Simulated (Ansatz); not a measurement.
The starting structures come from a database of crystals and need not be the phases stable at ambient conditions.

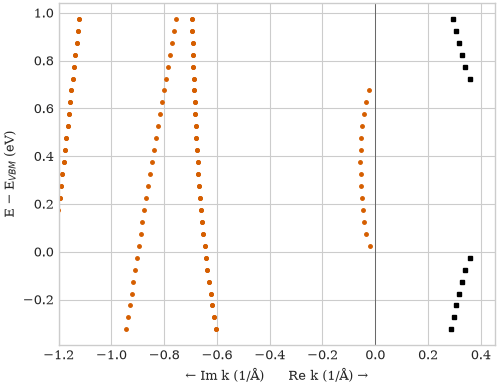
Figure. Complex bands at the centre of the two-dimensional zone; r2SCAN (Ansatz, a quantum-chemistry and plane-wave program)

The gap is the functional's own, uncorrected, and κ follows it; spin-orbit coupling is left out. Mid-gap means the computed energy nearest the middle.

Q: This is InSe (R3m, 4 atoms a cell, 29.3 Å³ an atom) along the normal of (001). Read off the slowest decay at the centre of the two-dimensional zone at 0.38 eV, the computed energy nearest the middle of the gap.

A: κ ≈ 0.06 1/Å, a decay length 1/(2κ) of the density of 8.9 Å.
